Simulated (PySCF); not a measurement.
# C3H8F2Ge (SMILES C[CH](C)[GeH]([F])[F]): what the fields show

```xyz
14

C     1.3636   -0.4502    0.4507
C     0.2810    0.0910   -0.4722
C     0.0513    1.5811   -0.2658
Ge   -1.4290   -0.9438   -0.1368
F    -1.8192   -0.8375    1.5678
F    -1.1127   -2.6621   -0.2786
H     1.5116   -1.5169    0.2861
H     1.0824   -0.2989    1.4921
H     2.3062    0.0638    0.2693
H     0.5590   -0.0965   -1.5121
H    -0.7317    1.9551   -0.9240
H    -0.2399    1.7801    0.7640
H     0.9689    2.1286   -0.4761
H    -2.7922   -0.7942   -0.7865
```

Geometry: GFN2-xTB.

Computed with PySCF, wB97X-D/def2-SVPD, SCF density, gas phase.

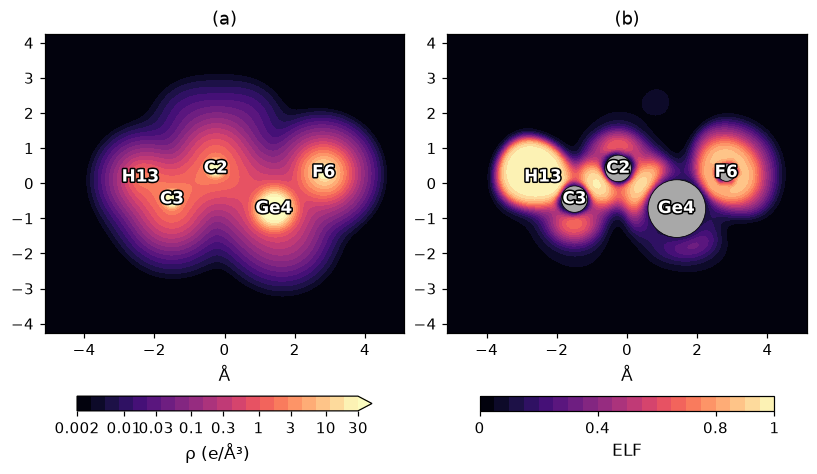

Figure 1. (a) electron density; (b) electron localisation function on the plane of atoms C2, C3 and H13. Grey discs cover the atomic cores in the ELF map.

What does the map show?

Atoms in the plane: C, Ge, F and H.
C–C (1.52 Å): ρ at the midpoint is about 1.6 e/Å³; the ELF peaks at about 0.95 between the atoms, as expected for a covalent bond.
Ge–F (1.75 Å): the density is about 0.88 e/Å³ at the midpoint; the ELF peaks at about 0.85 in the valence shell of F, 0.5 Å from its nucleus, and is about 0.25 at the midpoint.
C–Ge (2.03 Å): ρ is about 0.83 e/Å³ halfway; the ELF peaks at about 0.95 between the atoms; a shared electron pair.
C–H (1.09 Å): ρ is about 1.9 e/Å³ halfway; the ELF climbs to about 1 towards the hydrogen, as it does in any bond to H: an ordinary covalent bond to hydrogen.
The ELF also peaks beside F6, away from the bonds: lone-pair regions.

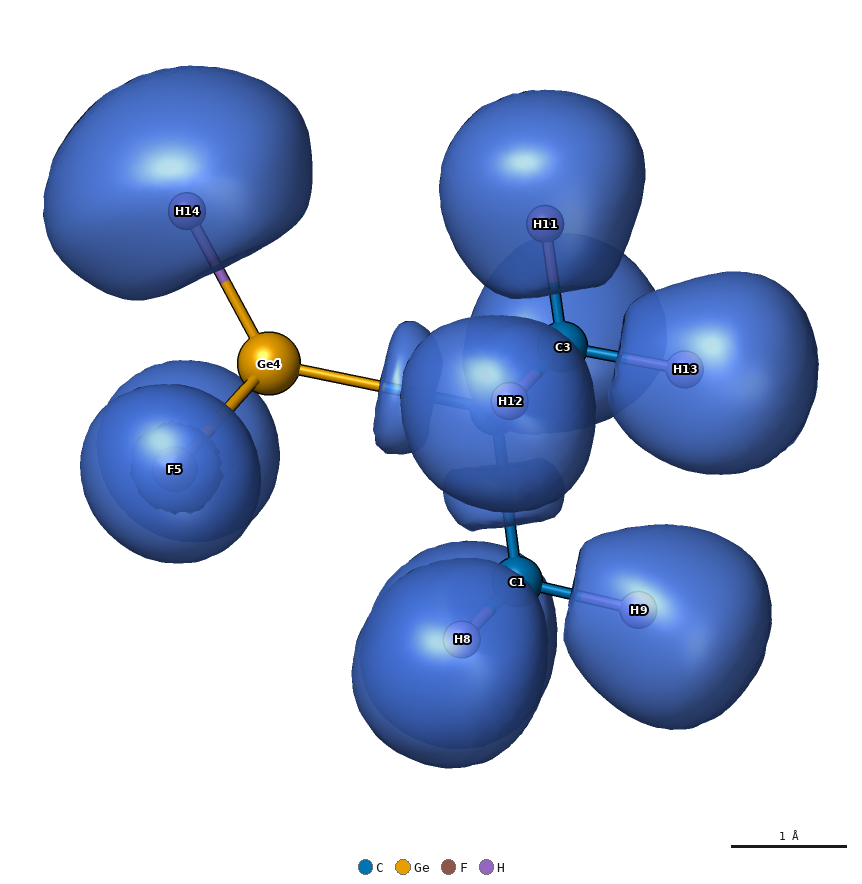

Figure 2. Isosurface of the ELF at 0.75 (blue), seen at a tilt. Only the valence region is drawn (cores and ρ < 0.01 e/Å³ removed).

Describe the localisation domains.

At this value the surface marks out two regions between bonded C–C atoms (shared pairs), one region between bonded C–Ge atoms (shared pairs), eight regions around hydrogen nuclei and two regions wrapped around F (the valence shell of each).

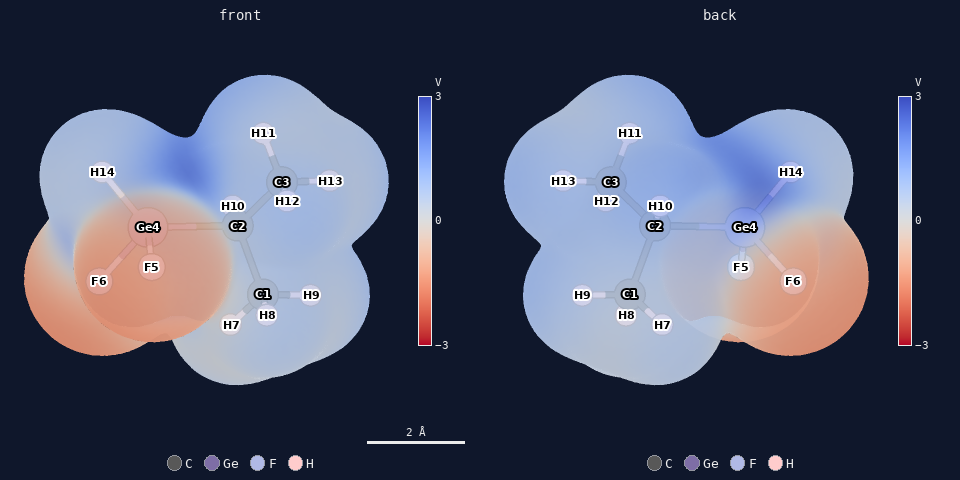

Figure 3. The molecular electrostatic potential painted on the density surface at 0.002 e/bohr³, seen from the front and from behind; the colour scale runs from red (negative) to blue (positive).

Describe the electrostatic potential map.

The most negative region (about −1.5 V, or −35 kcal/mol for a unit charge) lies over F5 and F6, the most positive (about +2.2 V, or +51 kcal/mol for a unit charge) over Ge4.

What dipole moment does the calculation give?

Its dipole moment is 4.01 D.
